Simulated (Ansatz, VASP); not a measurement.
## Cross-check of BaH2 between VASP and Ansatz

Wanted: the spread between two codes on one cell, functional and k mesh. The cell is generated by rule, not measured, and may not be a known phase. The cell comes out of earlier VASP steps on this material, which relaxed, scaled or displaced it; both programs get it as it stands.

Program: Ansatz 0.2.0. Level of theory: plane waves, with VASP 6.6.1 beside it; zone-centre phonons at PBEsol. Results are calculated unless marked as measured.

The structure was built from a prototype and need not be the compound's stable phase.

## 1. Starting point

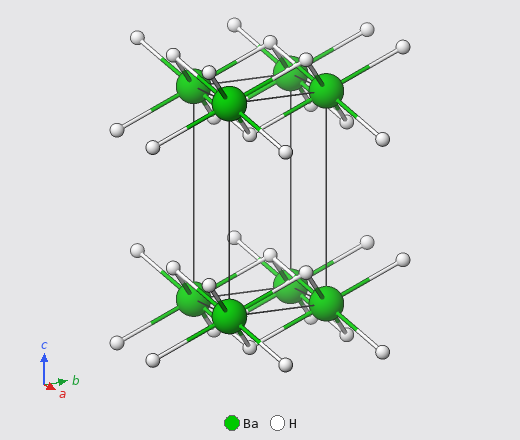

Start, viewed slightly off an axis; barium green, hydrogen white. Some periodic images of atoms are drawn too.

Structure file:

```
Ba H
1.0
     3.88909    0.00000    0.00000
    -1.94454    3.36805    0.00000
     0.00000    0.00000    6.07543
Ba H
1 2
Direct
  0.00000 0.00000 0.00000
  0.33333 0.66667 0.19337
  0.66667 0.33333 0.80663
```

## 2. VASP: zone-centre phonons, PBEsol

Second derivatives magnify differences that forces hide, and they need a tight electronic threshold.

Lines of VASP's logs that name or quote its potential files are left out, and so is its time.

The input, INCAR:

```
SYSTEM = BaH2
PREC = Accurate
ENCUT = 400
EDIFF = 1E-08
NELM = 100
ISMEAR = 0
SIGMA = 0.02
LREAL = .FALSE.
ALGO = Normal
GGA = PS
NBANDS = 12
LORBIT = 11
LWAVE = .FALSE.
LCHARG = .FALSE.
KPAR = 4
IBRION = 8
LEPSILON = .TRUE.
```

The input, POSCAR:

```
BaH2
1.0
    3.8890879980      0.0000000000      0.0000000000
   -1.9445439990      3.3680490030      0.0000000000
    0.0000000000      0.0000000000      6.0754300000
Ba H
1 2
Direct
    0.0000000000      0.0000000000      0.0000000000
    0.3333333330      0.6666666670      0.1933749905
    0.6666666670      0.3333333330      0.8066250095
```

The input, KPOINTS:

```
Automatic mesh
0
Gamma
12 12 8
0 0 0
```

The projector-augmented-wave data sets are Ba_sv and H (PBE family, release 64).

Launch:

```
$ mpirun -np 4 vasp_std
```

Numbers of over 12 decimals in the logs are rounded to 6 here.

Log:

```text
[banner, memory and clock lines left out]
running    4 mpi-ranks, on    1 nodes
 distrk:  each k-point on    1 cores,    4 groups
 distr:  one band on    1 cores,    1 groups

 POSCAR found type information on POSCAR BaH
 POSCAR found :  2 types and       3 ions
|                                                                             |
|               ----> ADVICE to this user running VASP <----                  |
|                                                                             |
|     You enforced a specific xc type in the INCAR file but a different       |
|     [... a line on the potential file left out ...]
|     I HOPE YOU KNOW WHAT YOU ARE DOING!                                     |
|                                                                             |

 LDA part: xc-table for (Slater+PW92), standard interpolation
 POSCAR, INCAR and KPOINTS ok, starting setup
 FFT: planning ... GRIDC
 FFT: planning ... GRID_SOFT
 FFT: planning ... GRID
 WAVECAR not read
 entering main loop
       N       E                     dE             d eps       ncg     rms          rms(c)
DAV:   1     0.546978298486E+02    0.54698E+02   -0.42517E+03  3144   0.662E+02
DAV:   2    -0.684714120467E+01   -0.61545E+02   -0.58568E+02  4068   0.138E+02
DAV:   3    -0.103304584040E+02   -0.34833E+01   -0.34673E+01  4172   0.363E+01
DAV:   4    -0.104352755924E+02   -0.10482E+00   -0.10477E+00  4352   0.562E+00
DAV:   5    -0.104375224547E+02   -0.22469E-02   -0.22467E-02  4444   0.699E-01    0.621E+00
DAV:   6    -0.942469149006E+01    0.10128E+01   -0.76609E-01  3732   0.397E+00    0.335E+00
DAV:   7    -0.909007106229E+01    0.33462E+00   -0.10900E+00  3872   0.433E+00    0.746E-01
DAV:   8    -0.910593585906E+01   -0.15865E-01   -0.69763E-02  3664   0.138E+00    0.243E-01
DAV:   9    -0.911418825806E+01   -0.82524E-02   -0.22321E-02  3556   0.664E-01    0.151E-01
DAV:  10    -0.911479632979E+01   -0.60807E-03   -0.12288E-03  3768   0.149E-01    0.408E-02
DAV:  11    -0.911541526628E+01   -0.61894E-03   -0.66541E-04  3512   0.114E-01    0.339E-02
DAV:  12    -0.911544352444E+01   -0.28258E-04   -0.15596E-04  3940   0.539E-02    0.335E-03
DAV:  13    -0.911544861373E+01   -0.50893E-05   -0.12588E-05  3716   0.165E-02    0.573E-03
DAV:  14    -0.911544911433E+01   -0.50060E-06   -0.11560E-06  4116   0.626E-03    0.517E-04
DAV:  15    -0.911544916319E+01   -0.48861E-07   -0.98054E-08  3892   0.174E-03    0.449E-04
DAV:  16    -0.911544915587E+01    0.73214E-08   -0.74613E-09  3972   0.474E-04
   1 F= -.91154492E+01 E0= -.91154492E+01  d E =-.294348E-38
 Linear response reoptimize wavefunctions to high precision
DAV:   1    -0.911544915261E+01    0.32575E-08   -0.16012E-09  3868   0.194E-04
DAV:   2    -0.911544915261E+01    0.45475E-11   -0.55806E-11  2164   0.458E-05
 Linear response G [H, r] |phi>, progress :
  Direction:   1
       N       E                     dE             d eps       ncg     rms
RMM:   1    -0.432100071925E+02   -0.43210E+02    0.34589E+02  6974   0.800E+01
RMM:   2    -0.451378545807E+02   -0.19278E+01   -0.84905E+00  6117   0.140E+01
RMM:   3    -0.455059080169E+02   -0.36805E+00   -0.20527E+00  7187   0.460E+00
RMM:   4    -0.455477674503E+02   -0.41859E-01   -0.21486E-01  7337   0.137E+00
RMM:   5    -0.455533947687E+02   -0.56273E-02   -0.29380E-02  7530   0.453E-01
RMM:   6    -0.455540763462E+02   -0.68158E-03   -0.24622E-03  7348   0.123E-01
RMM:   7    -0.455541412947E+02   -0.64948E-04   -0.33550E-04  7478   0.391E-02
RMM:   8    -0.455541496180E+02   -0.83233E-05   -0.29279E-04  7398   0.125E-02
RMM:   9    -0.455541507593E+02   -0.11413E-05   -0.16483E-04  7538   0.458E-03
RMM:  10    -0.455541509775E+02   -0.21820E-06    0.15946E-05  7112   0.175E-03
RMM:  11    -0.455541510296E+02   -0.52094E-07   -0.31409E-05  6660   0.710E-04
RMM:  12    -0.455541510527E+02   -0.23087E-07   -0.54466E-06  5945   0.361E-04
RMM:  13    -0.455541510430E+02    0.97435E-08   -0.87610E-06  5302   0.227E-04
RMM:  14    -0.455541510319E+02    0.11079E-07    0.30897E-06  4918   0.181E-04
RMM:  15    -0.455541510253E+02    0.66120E-08   -0.65350E-06  4618   0.164E-04
RMM:  16    -0.455541510117E+02    0.13541E-07   -0.71510E-06  4387   0.158E-04
RMM:  17    -0.455541510117E+02    0.47685E-10   -0.27458E-06  4175   0.157E-04
RMM:  18    -0.455541510175E+02   -0.57714E-08   -0.43503E-06  3987   0.157E-04
 Linear response G [H, r] |phi>, progress :
  Direction:   2
       N       E                     dE             d eps       ncg     rms
RMM:   1    -0.421339543024E+02   -0.42134E+02    0.35907E+02  7001   0.802E+01
RMM:   2    -0.455707392313E+02   -0.34368E+01   -0.11092E+01  6284   0.148E+01
RMM:   3    -0.459853310588E+02   -0.41459E+00   -0.23855E+00  7421   0.487E+00
RMM:   4    -0.460303973616E+02   -0.45066E-01   -0.26191E-01  7516   0.139E+00
[...]
RMM:  12    -0.694038170916E+00    0.17937E-05   -0.10398E-06 16744   0.177E-04    0.928E-06
 change of polarisation eV/A/(eV/A) component  1 :     1.232     0.052     0.026
 dielectric tensor                  component  1 :     3.802     0.119     0.059
 Linear response to external field, progress :
  Direction:   2
       N       E                     dE             d eps       ncg     rms          rms(c)
RMM:   1    -0.610353303298E+00   -0.61035E+00   -0.22448E+00 18645   0.310E+00
[...]
change of polarisation eV/A/(eV/A) component  3 :     0.014    -0.008     0.660
 dielectric tensor                  component  3 :     0.033    -0.018     2.501
 Linear response DOF=           4
 Linear response progress:
  Degree of freedom:   1/  4
       N       E                     dE             d eps       ncg     rms          rms(c)
RMM:   1    -0.181995273626E+00   -0.18200E+00    0.27162E-01 13137   0.299E+00
RMM:   2    -0.188454051756E+00   -0.64588E-02   -0.29207E-02 13751   0.688E-01    0.677E-02
RMM:   3    -0.188918897013E+00   -0.46485E-03   -0.18999E-03 17068   0.176E-01    0.456E-02
RMM:   4    -0.189060868945E+00   -0.14197E-03   -0.17545E-04 16096   0.654E-02    0.146E-02
RMM:   5    -0.189188845702E+00   -0.12798E-03   -0.21043E-05 16704   0.212E-02    0.334E-03
RMM:   6    -0.189234851063E+00   -0.46005E-04   -0.43865E-06 17013   0.706E-03    0.651E-04
RMM:   7    -0.189241364120E+00   -0.65131E-05   -0.26063E-06 17137   0.249E-03    0.215E-04
RMM:   8    -0.189239531404E+00    0.18327E-05   -0.11871E-06 18624   0.698E-04    0.566E-05
RMM:   9    -0.189238957981E+00    0.57342E-06   -0.44091E-07 17065   0.282E-04    0.341E-05
RMM:  10    -0.189239424864E+00   -0.46688E-06   -0.25428E-07 17840   0.127E-04    0.592E-06
RMM:  11    -0.189239469631E+00   -0.44767E-07   -0.11298E-07 18800   0.453E-05    0.292E-06
RMM:  12    -0.189239480806E+00   -0.11175E-07   -0.33220E-08 18836   0.186E-05    0.160E-06
RMM:  13    -0.189239467679E+00    0.13128E-07   -0.23573E-08 17638   0.108E-05    0.835E-07
RMM:  14    -0.189239471100E+00   -0.34213E-08   -0.10979E-08 15771   0.712E-06    0.139E-07
 first order change of Fermi-energy   0.13571E-03
 force on displaced ion       1 direction 1 :  -3.493   0.000   0.000
 Born effective charge ion    1 direction 1 :   2.565   0.000   0.000
 Linear response progress:
  Degree of freedom:   2/  4
       N       E                     dE             d eps       ncg     rms          rms(c)
RMM:   1    -0.230269548956E+00   -0.23027E+00    0.25379E-01  5422   0.291E+00
RMM:   2    -0.240016326601E+00   -0.97468E-02   -0.31101E-02  5336   0.655E-01    0.817E-02
RMM:   3    -0.241066074959E+00   -0.10497E-02   -0.23522E-03  6542   0.171E-01    0.628E-02
RMM:   4    -0.242039951914E+00   -0.97388E-03   -0.21334E-04  5322   0.937E-02    0.170E-02
RMM:   5    -0.241873520990E+00    0.16643E-03   -0.26386E-05  6481   0.211E-02    0.429E-03
RMM:   6    -0.241911784310E+00   -0.38263E-04   -0.64962E-06  5827   0.115E-02    0.143E-03
RMM:   7    -0.241918479878E+00   -0.66956E-05   -0.13661E-06  6510   0.449E-03    0.471E-04
RMM:   8    -0.241918837800E+00   -0.35792E-06   -0.25072E-07  6798   0.175E-03    0.192E-04
RMM:   9    -0.241915392804E+00    0.34450E-05   -0.17680E-08  6962   0.669E-04    0.144E-04
RMM:  10    -0.241915434183E+00   -0.41379E-07   -0.89270E-08  7378   0.263E-04    0.446E-05
RMM:  11    -0.241915783061E+00   -0.34888E-06   -0.75468E-08  7428   0.113E-04    0.184E-05
RMM:  12    -0.241915836103E+00   -0.53042E-07   -0.13084E-08  7720   0.445E-05    0.910E-06
RMM:  13    -0.241915831705E+00    0.43979E-08    0.13391E-08  7248   0.231E-05    0.135E-06
 first order change of Fermi-energy  -0.18900E-04
 force on displaced ion       1 direction 3 :   0.000  -0.000  -1.688
 Born effective charge ion    1 direction 3 :   0.000   0.000   1.605
 Linear response progress:
  Degree of freedom:   3/  4
       N       E                     dE             d eps       ncg     rms          rms(c)
RMM:   1    -0.164723821201E-01   -0.16472E-01   -0.81193E-03 30374   0.452E-01
RMM:   2    -0.163207877028E-01    0.15159E-03   -0.51675E-04 27117   0.988E-02    0.905E-02
RMM:   3    -0.166787061803E-01   -0.35792E-03   -0.17862E-04 28296   0.566E-02    0.507E-02
RMM:   4    -0.174497194048E-01   -0.77101E-03   -0.12832E-04 25454   0.554E-02    0.405E-03
RMM:   5    -0.174957602044E-01   -0.46041E-04   -0.11975E-05 30059   0.124E-02    0.171E-03
RMM:   6    -0.174991164049E-01   -0.33562E-05   -0.15740E-06 30741   0.445E-03    0.621E-04
RMM:   7    -0.175048657900E-01   -0.57494E-05   -0.20910E-07 30694   0.167E-03    0.234E-04
RMM:   8    -0.175024513554E-01    0.24144E-05   -0.17746E-07 32342   0.608E-04    0.776E-05
RMM:   9    -0.175035950030E-01   -0.11436E-05   -0.14681E-07 31781   0.289E-04    0.261E-05
RMM:  10    -0.175031515850E-01    0.44342E-06   -0.62525E-09 33626   0.103E-04    0.986E-06
RMM:  11    -0.175032451161E-01   -0.93531E-07   -0.28907E-08 34963   0.376E-05    0.348E-06
RMM:  12    -0.175032398473E-01    0.52688E-08   -0.17491E-09 34607   0.144E-05    0.128E-06
 first order change of Fermi-energy   0.10517E-04
 force on displaced ion       2 direction 1 :  -2.444  -0.000  -0.000
 Born effective charge ion    2 direction 1 :  -1.282  -0.000   0.000
 Linear response progress:
  Degree of freedom:   4/  4
       N       E                     dE             d eps       ncg     rms          rms(c)
RMM:   1    -0.165813441570E-01   -0.16581E-01   -0.81171E-03  6435   0.432E-01
RMM:   2    -0.166153996734E-01   -0.34056E-04   -0.31190E-04  6224   0.763E-02    0.951E-02
RMM:   3    -0.168673640047E-01   -0.25196E-03   -0.15543E-04  5944   0.528E-02    0.505E-02
RMM:   4    -0.175026737880E-01   -0.63531E-03   -0.17861E-04  5803   0.551E-02    0.573E-03
RMM:   5    -0.175588079386E-01   -0.56134E-04   -0.14023E-05  6039   0.155E-02    0.272E-03
RMM:   6    -0.175351791377E-01    0.23629E-04   -0.29026E-06  6467   0.623E-03    0.892E-04
RMM:   7    -0.175416612931E-01   -0.64822E-05   -0.50261E-07  6265   0.312E-03    0.382E-04
RMM:   8    -0.175354552343E-01    0.62061E-05   -0.14022E-07  7067   0.124E-03    0.168E-04
RMM:   9    -0.175360033431E-01   -0.54811E-06   -0.18160E-08  6963   0.464E-04    0.386E-05
RMM:  10    -0.175360916718E-01   -0.88329E-07    0.87707E-09  7503   0.179E-04    0.157E-05
RMM:  11    -0.175360407627E-01    0.50909E-07    0.14360E-09  7090   0.717E-05    0.592E-06
RMM:  12    -0.175360211484E-01    0.19614E-07    0.51412E-09  7664   0.270E-05    0.302E-06
RMM:  13    -0.175360016477E-01    0.19501E-07    0.16815E-09  7139   0.119E-05    0.978E-07
RMM:  14    -0.175360134938E-01   -0.11846E-07    0.12302E-09  7273   0.504E-06    0.775E-07
RMM:  15    -0.175360091185E-01    0.43753E-08    0.11779E-09  5853   0.266E-06    0.254E-07
 first order change of Fermi-energy  -0.16403E+01
 force on displaced ion       2 direction 3 :   0.000  -0.000  -1.563
 Born effective charge ion    2 direction 3 :  -0.000   0.000  -0.802
 Born effective charges drift removed
 Linear response finished
```

[end of part 1 of 2]

[Lines on the potential files, build, host, timing and source positions are cut from VASP's logs without a mark.]

[Logs are printed without paths, hosts, clocks, repeated set-up lines and the standing remarks that a program may print on its own settings, such as how far it seeks lower states.]

[Hosts, paths, dates, database ids (printed as entryN), source tags and the programs' standing remarks are cut or masked in the printed files.]
